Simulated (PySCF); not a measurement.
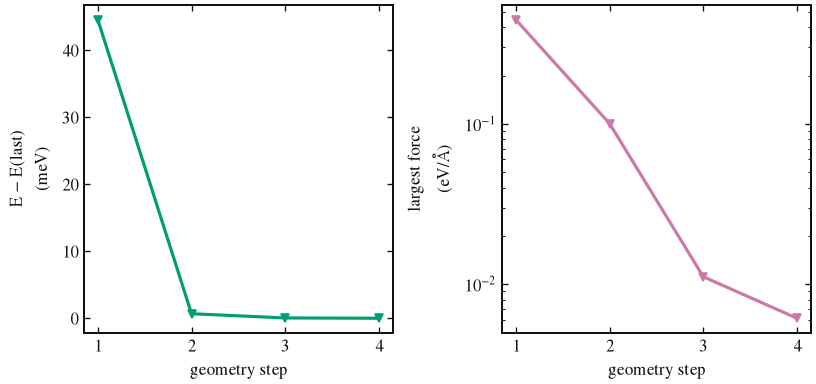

History of a geometry optimisation. C₇H₁₂ (SMILES C1C[C@@H]2CC[C@@H]2C1); PBE0-D3(BJ)/def2-SVP, geometry optimisation in PySCF.

The optimisation met its thresholds at geometry 4, counting the start as the first. The energy fell by about 45 meV from the first step to the last. The largest force goes from about 0.45 eV/Å at the start to 6 × 10⁻³ eV/Å at the end.
